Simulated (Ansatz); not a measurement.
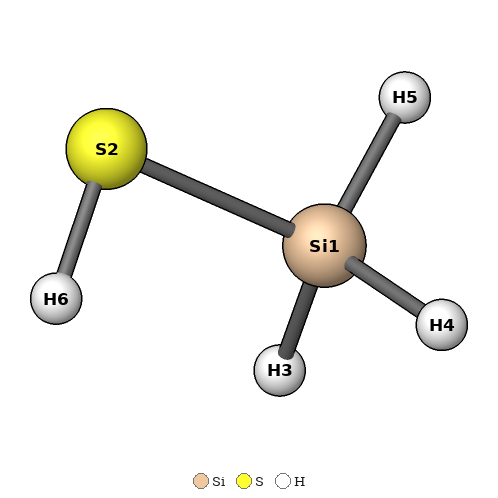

Harmonic vibrations computed with RKS PBE0-D4/def2-TZVP (Ansatz 0.2.0) at a stationary point of the same level.

Question: Minimum or transition state?

Answer: A minimum: no imaginary frequency, and the lowest mode lies at 191 cm⁻¹.

Question: List the wavenumbers.

Answer: 12 modes: 191, 515, 536, 625, 813, 924, 931, 960, 2229, 2233, 2254, 2709 cm⁻¹.
